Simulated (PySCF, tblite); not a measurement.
# C₆H₁₃BO₂: geometry, infrared bands and NMR shifts

Aim: predict the infrared bands and NMR shifts of C₆H₁₃BO₂ (`COC[C@@H]1BCCCO1`).

Programs: tblite 0.8.0 and PySCF 2.14.0, with density-fitted response routines of our own. Each step states its level of theory. These are calculated values for one molecule in the gas phase, unless marked as measured. Atoms count from 0, in the outputs and in this text.

## (1) The molecule as given

22 atoms, charge 0, multiplicity 1; geometry from: force field or distance geometry start.

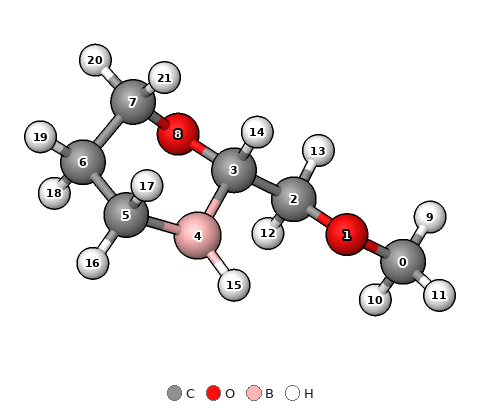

The starting geometry (carbon grey, oxygen red, boron pink, hydrogen white), atoms numbered.

## (2) Geometry optimisation with GFN2-xTB

The job: settings as JSON, then the geometry in Å.

```
{"job": {"kind": "relax", "xc": "GFN2-xTB", "basis": "xTB"}, "charge": 0, "multiplicity": 1}
C      3.583000    -0.392000     0.773700
O      2.195300    -0.201000     0.920600
C      1.629000     0.251800    -0.238600
C      0.142100     0.455600    -0.067600
B     -0.584300    -0.906600     0.400200
C     -2.175800    -0.895500     0.416000
C     -2.587300    -0.082500    -0.799000
C     -1.812100     1.225100    -0.842400
O     -0.503700     0.906900    -1.195100
H      4.092100     0.546900     0.504600
H      3.704400    -1.130400    -0.064300
H      3.941600    -0.878900     1.689100
H      1.780800    -0.408500    -1.093200
H      2.074700     1.251700    -0.517800
H     -0.081500     1.172600     0.783700
H     -0.018500    -1.658000     1.107000
H     -2.615500    -1.905900     0.384100
H     -2.457100    -0.351300     1.344100
H     -2.480200    -0.698600    -1.697600
H     -3.668600     0.147100    -0.674800
H     -2.297300     1.839600    -1.659700
H     -1.871400     1.731300     0.125300
```

Launch:

```sh
> OMP_NUM_THREADS=1 python probes_run.py task.json out
```

One launch serves the whole session: the jobs run in the order shown.

Standard output:

```text
step      E/eV     max force
  0    -783.37580    2.815
  1    -783.74721    1.292
  2    -783.86042    0.795
  3    -783.94138    0.515
  4    -783.97191    0.313
  5    -783.99097    0.367
  6    -784.00615    0.365
  7    -784.02182    0.360
  8    -784.03512    0.267
  9    -784.04637    0.255
 10    -784.05553    0.284
 11    -784.06335    0.215
 12    -784.07015    0.165
 13    -784.07575    0.154
 14    -784.07999    0.161
 15    -784.08306    0.124
 16    -784.08530    0.091
 17    -784.08702    0.091
 18    -784.08839    0.096
 19    -784.08957    0.088
 20    -784.09056    0.063
 21    -784.09134    0.061
 22    -784.09205    0.060
 23    -784.09286    0.074
 24    -784.09380    0.080
 25    -784.09481    0.080
 26    -784.09597    0.081
 27    -784.09755    0.130
 28    -784.09980    0.152
 29    -784.10244    0.120
 30    -784.10463    0.091
 31    -784.10625    0.091
 32    -784.10781    0.108
 33    -784.10977    0.126
 34    -784.11196    0.095
 35    -784.11381    0.096
 36    -784.11510    0.086
 37    -784.11612    0.065
 38    -784.11724    0.072
 39    -784.11836    0.068
 40    -784.11921    0.060
 41    -784.11994    0.064
 42    -784.12086    0.067
 43    -784.12204    0.080
 44    -784.12322    0.067
 45    -784.12410    0.063
 46    -784.12475    0.066
 47    -784.12541    0.059
 48    -784.12625    0.046
 49    -784.12705    0.052
 50    -784.12766    0.050
 51    -784.12817    0.048
 52    -784.12867    0.057
 53    -784.12913    0.037
 54    -784.12950    0.038
 55    -784.12973    0.027
 56    -784.12988    0.025
 57    -784.13007    0.024
 58    -784.13019    0.028
 59    -784.13029    0.022
 60    -784.13038    0.019
 61    -784.13049    0.025
 62    -784.13061    0.025
 63    -784.13075    0.030
 64    -784.13093    0.035
 65    -784.13113    0.030
 66    -784.13132    0.026
 67    -784.13147    0.023
 68    -784.13159    0.024
 69    -784.13170    0.022
 70    -784.13181    0.024
 71    -784.13190    0.023
 72    -784.13197    0.021
 73    -784.13202    0.020
 74    -784.13206    0.017
 75    -784.13210    0.016
 76    -784.13214    0.013
 77    -784.13218    0.013
 78    -784.13221    0.012
 79    -784.13225    0.016
 80    -784.13229    0.019
 81    -784.13234    0.014
 82    -784.13238    0.013
 83    -784.13241    0.012
 84    -784.13244    0.012
 85    -784.13248    0.011
 86    -784.13253    0.015
 87    -784.13260    0.017
 88    -784.13267    0.017
 89    -784.13274    0.019
 90    -784.13280    0.017
 91    -784.13286    0.018
 92    -784.13294    0.018
 93    -784.13302    0.017
 94    -784.13309    0.018
 95    -784.13316    0.017
 96    -784.13323    0.019
 97    -784.13330    0.016
 98    -784.13335    0.012
 99    -784.13337    0.011
100    -784.13340    0.011
101    -784.13342    0.012
102    -784.13343    0.012
103    -784.13345    0.012
104    -784.13346    0.010
105    -784.13347    0.010
```

Wall time 0.63 s (1 thread of Arm Neoverse V2, shared host); peak memory 0.18 GiB.

Relaxation path: (not every step is listed)

| step | energy from step 0 (eV) | largest force (eV/Å) |
| --- | --- | --- |
| 0 | 0.0000 | 2.8152 |
| 1 | -0.3714 | 1.2916 |
| 2 | -0.4846 | 0.7950 |
| 3 | -0.5656 | 0.5154 |
| 4 | -0.5961 | 0.3128 |
| 5 | -0.6152 | 0.3669 |
| 6 | -0.6304 | 0.3649 |
| 7 | -0.6460 | 0.3598 |
| 8 | -0.6593 | 0.2672 |
| 17 | -0.7112 | 0.0908 |
| 26 | -0.7202 | 0.0808 |
| 35 | -0.7380 | 0.0962 |
| 44 | -0.7474 | 0.0674 |
| 53 | -0.7533 | 0.0373 |
| 62 | -0.7548 | 0.0252 |
| 71 | -0.7561 | 0.0226 |
| 80 | -0.7565 | 0.0188 |
| 89 | -0.7569 | 0.0192 |
| 98 | -0.7575 | 0.0117 |
| 100 | -0.7576 | 0.0108 |
| 101 | -0.7576 | 0.0117 |
| 102 | -0.7576 | 0.0120 |
| 103 | -0.7577 | 0.0118 |
| 104 | -0.7577 | 0.0097 |
| 105 | -0.7577 | 0.0100 |

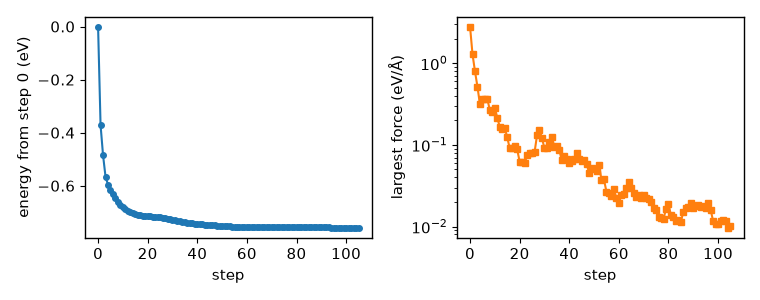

Energy and largest force along the relaxation.

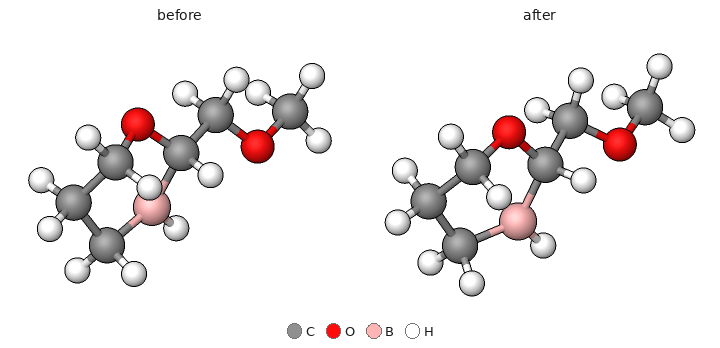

The geometry before (left) and after (right).

Close pairs (by a distance rule), those that changed most:

| bond | before (Å) | after (Å) | change (Å) |
| --- | --- | --- | --- |
| C3–O8 | 1.375 | 1.430 | +0.055 |
| O1–C2 | 1.367 | 1.406 | +0.039 |
| C7–H20 | 1.132 | 1.093 | -0.039 |
| C3–B4 | 1.613 | 1.581 | -0.032 |
| C2–H13 | 1.130 | 1.101 | -0.029 |
| C0–H10 | 1.123 | 1.098 | -0.026 |
| C2–C3 | 1.511 | 1.536 | +0.026 |
| C3–H14 | 1.135 | 1.111 | -0.024 |

The final coordinates are the input of the step that follows.

## (3) Vibrational analysis with GFN2-xTB

The job: settings as JSON, then the geometry in Å.

```
{"job": {"kind": "ir", "xc": "GFN2-xTB", "basis": "xTB"}, "charge": 0, "multiplicity": 1}
C      3.664963    -0.403564     0.617790
O      2.325039    -0.112196     0.918050
C      1.560449     0.179764    -0.225765
C      0.113234     0.470169     0.200790
B     -0.693113    -0.773304     0.751184
C     -2.194089    -0.940313     0.318425
C     -2.562386    -0.082536    -0.897653
C     -1.880801     1.283055    -0.799198
O     -0.479551     1.190428    -0.883662
H      4.163511     0.452779     0.145914
H      3.744804    -1.267737    -0.054028
H      4.153487    -0.632440     1.562824
H      1.584446    -0.664482    -0.931604
H      1.957091     1.065693    -0.745292
H      0.195194     1.163220     1.065813
H     -0.181283    -1.486007     1.520896
H     -2.471497    -1.981452     0.139591
H     -2.805981    -0.625738     1.172083
H     -2.214979    -0.570576    -1.810031
H     -3.642486     0.055943    -0.974379
H     -2.174058     1.922846    -1.635701
H     -2.172405     1.775835     0.142318
```

Standard output:

```text
mode    cm-1     km/mol
  1      44.1      1.16
  2      70.6      8.20
  3      79.0      2.34
  4     143.4      1.57
  5     174.4      1.35
  6     226.0      3.36
  7     268.8      3.50
  8     310.3      1.01
  9     339.5      0.90
 10     400.4      6.43
 11     461.6      3.58
 12     471.9      0.37
 13     546.8      5.04
 14     663.1     11.92
 15     734.8     46.18
 16     796.9     71.67
 17     850.4      4.76
 18     897.7     11.27
 19     943.1     18.66
 20     949.5     12.90
 21     986.1     26.07
 22     995.8     35.30
 23    1028.3     22.74
 24    1071.2     38.32
 25    1088.1     11.47
 26    1116.2     19.92
 27    1123.3     95.73
 28    1131.1     15.36
 29    1149.5     87.84
 30    1156.5     21.50
 31    1176.5     38.92
 32    1180.1      7.11
 33    1206.6     16.57
 34    1238.1      5.35
 35    1256.7     19.39
 36    1274.7     11.19
 37    1298.5     15.55
 38    1327.0      3.63
 39    1336.0     13.69
 40    1346.2     14.20
 41    1405.7      0.78
 42    1448.5     14.36
 43    1465.3      0.62
 44    1468.7      5.33
 45    1482.9      2.63
 46    1490.4      5.27
 47    1500.2      0.75
 48    2677.1    102.91
 49    2735.1     44.98
 50    2842.6     52.26
 51    2844.3     82.30
 52    2878.4     52.84
 53    2889.1     56.84
 54    2914.0     63.18
 55    2923.2     25.69
 56    2963.7     28.57
 57    2973.9     55.84
 58    2976.7     57.77
 59    2994.2     47.14
 60    3027.0     21.42
```

It took 0.69 s on 1 thread of Arm Neoverse V2, shared host; peak memory 0.18 GiB.

The strongest bands and the atoms that carry them (share of the mass-weighted mode):

| cm⁻¹ | km/mol | atoms |
| --- | --- | --- |
| 797 | 71.7 | B4 35 %, H15 14 % |
| 1123 | 95.7 | O1 46 %, C0 23 %, C2 16 % |
| 1150 | 87.8 | B4 26 % |
| 2677 | 102.9 | H15 92 % |
| 2844 | 82.3 | H21 91 % |
| 2889 | 56.8 | H9 46 %, H10 45 % |
| 2914 | 63.2 | H10 48 %, H9 47 % |
| 2977 | 57.8 | H19 45 %, H16 32 % |

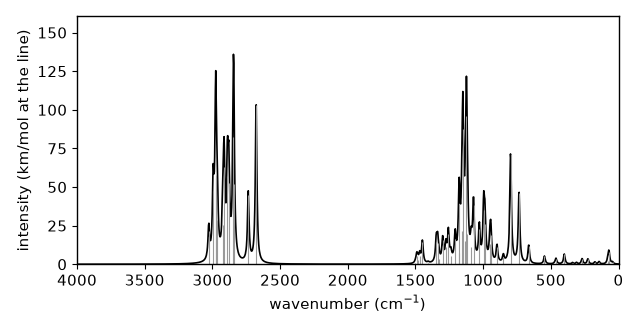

The infrared spectrum from these modes, unscaled. Lines are broadened to a width of 14 cm⁻¹ (Lorentzian).

## (4) NMR shieldings: PBE0/pcSseg-1

Settings changed since step 3:

```diff
@@ -1,2 +1,2 @@
-{"job": {"kind": "ir", "xc": "GFN2-xTB", "basis": "xTB"}, "charge": 0, "multiplicity": 1}
+{"job": {"kind": "nmr", "xc": "PBE0", "basis": "pcSseg-1"}, "charge": 0, "multiplicity": 1}
 C      3.664963    -0.403564     0.617790
```

Level: GIAO PBE0/pcSseg-1 NMR shielding, non-relativistic, gas phase.

Standard output:

```text
coarse grid: 17840 points
cycle   1  E = -411.0091937945  dE =  1.084e+00  |g| = 7.330e-01  |ddm| = 3.977e+00
cycle   2  E = -410.9215889714  dE =  8.760e-02  |g| = 1.025e+00  |ddm| = 1.558e+00
cycle   3  E = -411.1141336228  dE = -1.925e-01  |g| = 9.069e-02  |ddm| = 9.814e-01
cycle   4  E = -411.1154226514  dE = -1.289e-03  |g| = 3.726e-02  |ddm| = 8.317e-02
cycle   5  E = -411.1157414211  dE = -3.188e-04  |g| = 8.781e-03  |ddm| = 3.617e-02
cycle   6  E = -411.1157562719  dE = -1.485e-05  |g| = 2.709e-03  |ddm| = 8.535e-03
cycle   7  E = -411.1157575143  dE = -1.242e-06  |g| = 6.801e-04  |ddm| = 2.307e-03
final grid: 170712 points
cycle   8  E = -411.1898671569  dE = -4.316e-05  |g| = 1.503e-02  |ddm| = 3.529e-02
cycle   9  E = -411.1898266263  dE =  4.053e-05  |g| = 2.143e-02  |ddm| = 2.282e-02
cycle  10  E = -411.1899102899  dE = -8.366e-05  |g| = 1.527e-03  |ddm| = 1.397e-02
cycle  11  E = -411.1899108065  dE = -5.166e-07  |g| = 1.805e-04  |ddm| = 1.575e-03
cycle  12  E = -411.1899108124  dE = -5.839e-09  |g| = 7.728e-05  |ddm| = 2.259e-04
cycle  13  E = -411.1899108134  dE = -1.045e-09  |g| = 3.293e-05  |ddm| = 9.260e-05
cycle  14  E = -411.1899108136  dE = -1.930e-10  |g| = 6.238e-06  |ddm| = 2.920e-05
converged SCF energy = -411.1899108136

GIAO shielding tensors (ppm)
atom      isotropic    diamagn.    paramagn.     s11        s22        s33       span
  0 C      125.334     240.749    -115.415     94.444     97.838    183.719     89.274
  1 O      316.997     398.643     -81.646    289.358    317.803    343.830     54.471
  2 C      111.277     247.991    -136.714     74.216     88.763    170.853     96.637
  3 C      101.562     249.088    -147.526     79.128     94.370    131.188     52.059
  4 B       13.273     190.788    -177.515    -69.107    -18.295    127.221    196.328
  5 C      159.924     252.672     -92.749    135.488    156.493    187.791     52.303
  6 C      159.912     248.384     -88.472    145.389    164.563    169.784     24.395
  7 C      115.218     242.763    -127.545     93.395    102.512    149.747     56.352
  8 O      293.662     398.750    -105.089    249.790    278.105    353.089    103.299
  9 H       28.256      27.025       1.231     24.613     25.907     34.248      9.634
 10 H       28.354      27.780       0.574     24.699     26.102     34.259      9.560
 11 H       27.750      26.905       0.844     23.807     25.231     34.211     10.404
 12 H       28.203      33.097      -4.893     25.116     28.344     31.150      6.034
 13 H       28.084      32.289      -4.205     24.407     28.301     31.545      7.138
 14 H       27.796      31.902      -4.107     23.412     27.449     32.526      9.114
 15 H       23.926      31.238      -7.312     17.251     26.246     28.282     11.032
 16 H       29.630      30.184      -0.554     24.798     28.315     35.776     10.979
 17 H       30.493      30.249       0.244     26.021     28.906     36.551     10.530
 18 H       30.069      30.931      -0.862     26.796     28.179     35.232      8.436
 19 H       30.134      28.797       1.337     25.308     28.538     36.557     11.248
 20 H       27.474      28.730      -1.256     22.498     27.285     32.639     10.141
 21 H       28.194      30.304      -2.110     23.124     28.187     33.273     10.149
```

Run time: 51 s. Hardware: 1 thread of Arm Neoverse V2, shared host; peak memory 1 GiB.

The references, computed at this level on geometries of the same kind, shield at (ppm): 1H TMS 31.72, 13C TMS 186.9, 17O H2O 336.1, 11B BF3·OEt2 100.1. Their shielding less the atom's gives the shift. The references are single molecules in the gas phase, so shifts against H2O, NH3, PH3, H3PO4 or CFCl3 are not on the usual liquid scales and can be off by tens of ppm. Atoms listed in one row are averaged.

| atoms | environment | σ (ppm) | δ (ppm) | δ scaled to CDCl3 |
| --- | --- | --- | --- | --- |
| C3 | sp3 CH bonded to B and O | 101.6 | 85.4 | 81.4 |
| C2 | sp3 CH2 bonded to O | 111.3 | 75.6 | 71.9 |
| C7 | sp3 CH2 bonded to O | 115.2 | 71.7 | 68.1 |
| C0 | methyl carbon bonded to O | 125.3 | 61.6 | 58.2 |
| C6 | sp3 CH2 in a ring | 159.9 | 27.0 | 24.4 |
| C5 | sp3 CH2 bonded to B | 159.9 | 27.0 | 24.4 |
| H15 | hydrogen on a boron bonded to 2 C, in a 6-membered ring | 23.93 | 7.79 | – |
| H20 | hydrogen on an sp3 CH2 bonded to O | 27.47 | 4.24 | 4.11 |
| H14 | hydrogen on an sp3 CH bonded to B and O | 27.80 | 3.92 | 3.80 |
| H13 | hydrogen on an sp3 CH2 bonded to O | 28.08 | 3.63 | 3.53 |
| H9, H10, H11 | hydrogen on a methyl carbon bonded to O | 28.12 | 3.60 | 3.50 |
| H21 | hydrogen on an sp3 CH2 bonded to O | 28.19 | 3.52 | 3.43 |
| H12 | hydrogen on an sp3 CH2 bonded to O | 28.20 | 3.51 | 3.42 |
| H16 | hydrogen on an sp3 CH2 bonded to B | 29.63 | 2.09 | 2.07 |
| H18 | hydrogen on an sp3 CH2 in a ring | 30.07 | 1.65 | 1.66 |
| H19 | hydrogen on an sp3 CH2 in a ring | 30.13 | 1.58 | 1.60 |
| H17 | hydrogen on an sp3 CH2 bonded to B | 30.49 | 1.22 | 1.26 |
| O8 | ether oxygen | 293.7 | 42.4 | – |
| O1 | ether oxygen | 317.0 | 19.1 | – |
| B4 | boron bonded to 2 C, H, in a 6-membered ring | 13.3 | 86.8 | – |

The scaled column applies a straight-line fit of computed shieldings to shifts measured in CDCl3 (root-mean-square error 0.16 ppm for H, 1.9 ppm for C).

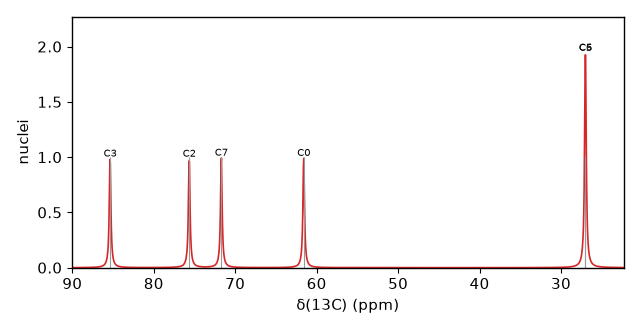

13C lines at the computed shifts, without couplings. Lines are broadened to a width of 0.23 ppm (Lorentzian).

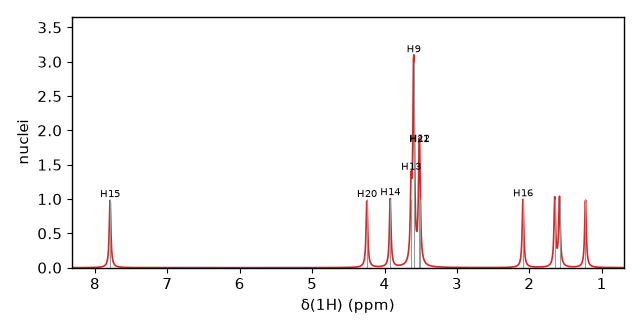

1H lines at the computed shifts, without couplings. Lines are broadened to a width of 0.03 ppm (Lorentzian).

The run also stored atomic charges by several schemes (e):

| atoms | Mulliken | IAO | Hirshfeld | ESP fit |
| --- | --- | --- | --- | --- |
| C0 | -0.02 | -0.20 | -0.04 | -0.13 |
| O1 | -0.52 | -0.39 | -0.14 | -0.36 |
| C2 | 0.08 | -0.03 | 0.00 | 0.06 |
| C3 | -0.12 | -0.06 | -0.03 | 0.39 |
| B4 | 0.38 | 0.18 | 0.17 | 0.21 |
| C5 | -0.49 | -0.41 | -0.14 | -0.05 |
| C6 | -0.23 | -0.27 | -0.08 | -0.07 |
| C7 | 0.06 | -0.05 | 0.00 | 0.17 |
| O8 | -0.53 | -0.41 | -0.15 | -0.54 |

IAO charges:

C0 -0.20; O1 -0.39; C2 -0.03; C3 -0.06; B4 0.18; C5 -0.41; C6 -0.27; C7 -0.05; O8 -0.41; H9 0.12; H10 0.12; H11 0.16; H12 0.11; H13 0.13; H14 0.15; H15 0.02; H16 0.15; H17 0.16; H18 0.14; H19 0.13; H20 0.15; H21 0.11

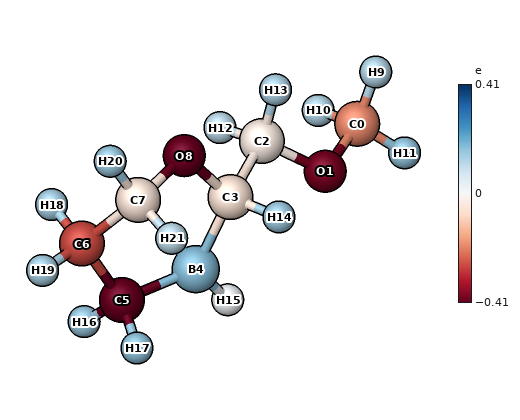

IAO charges, as colours on the atoms.

Mayer bond orders: C0–O1 0.94, O1–C2 0.92, C2–C3 1.03, C3–B4 0.95, B4–C5 0.99, C5–C6 1.04, C6–C7 1.03, C7–O8 0.93, O8–C3 0.87.

Ring of atoms C3, B4, C5, C6, C7, O8: NICS(0) 2.0, NICS(1) -0.9, NICS(1)zz 2.5 ppm (means of both faces).

The fields below are evaluated on a grid from the run's orbitals.

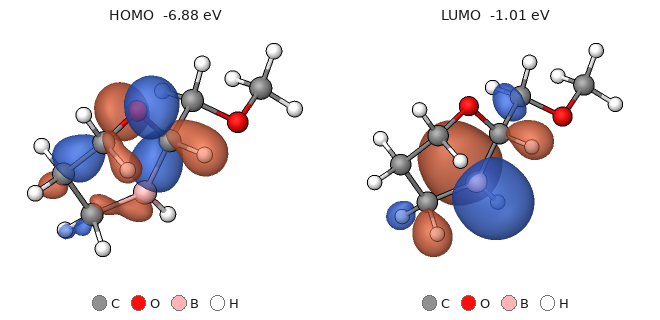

PBE0/pcSseg-1 orbitals near the gap, drawn at the value that encloses 70 % of each; the two colours are the two signs.

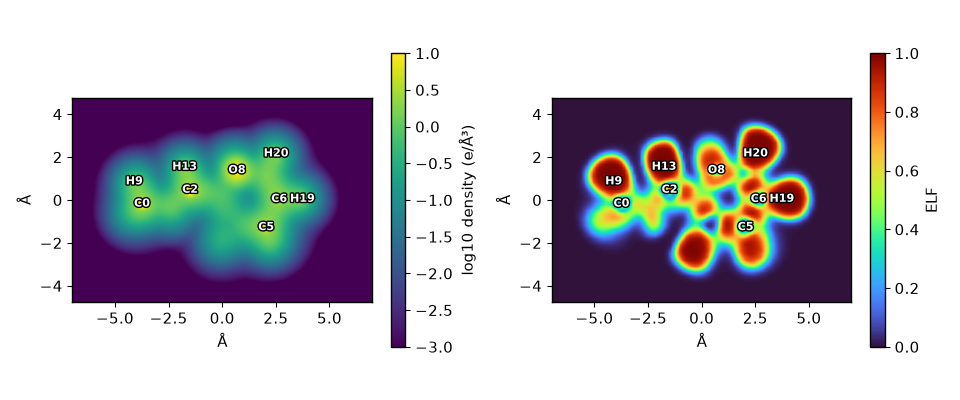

Density (left) and ELF (right) in a plane through or near 9 of the atoms.

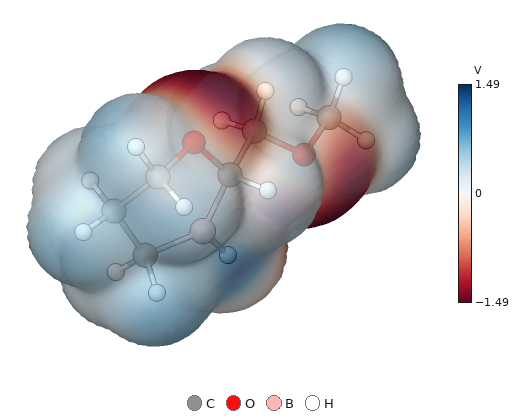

The potential that a unit positive charge feels on the 0.002 e/bohr³ surface, from -1.49 V near O1 to 1.14 V near B4.

## (5) Summary of results

| quantity | value |
| --- | --- |
| strongest single infrared mode (GFN2-xTB) | 2677 cm⁻¹, 103 km/mol |
| zero-point energy (GFN2-xTB) | 115.5 kcal/mol |
| 13C shifts against TMS (PBE0/pcSseg-1) | 85.4, 75.6, 71.7, 61.6, 27.0, 27.0 ppm |
| 1H shifts against TMS (PBE0/pcSseg-1, means over atoms taken as alike) | 7.79, 4.24, 3.92, 3.63, 3.60, 3.52, 3.51, 2.09, 1.65, 1.58, 1.22 ppm |
| 17O shifts against H2O (PBE0/pcSseg-1) | 42.4, 19.1 ppm |
| 11B shifts against BF3·OEt2 (PBE0/pcSseg-1) | 86.8 ppm |
| surface potential, least and greatest | -1.49 V and 1.14 V |

What this shows: Relaxing lowered the energy by 0.758 eV in 105 steps; the close pair that moved most is C3–O8, from 1.375 to 1.430 Å. All 60 modes are real, so the xTB geometry is a minimum. The strongest single mode, at 2677 cm⁻¹, moves mainly H15. Unscaled tight-binding wavenumbers are off by several per cent, some by more. Its intensities can rank the bands wrongly. The most deshielded carbon is C3 (sp3 CH bonded to B and O), at 85.4 ppm: pulled downfield by the heteroatom. At PBE0/pcSseg-1: Shielding is most anisotropic at B4 (span 196 ppm, paramagnetic term -178 ppm). By nearest atom (PBE0/pcSseg-1), the HOMO sits on O8 49 %; C3 9 % and the LUMO on B4 51 %; H15 13 %.
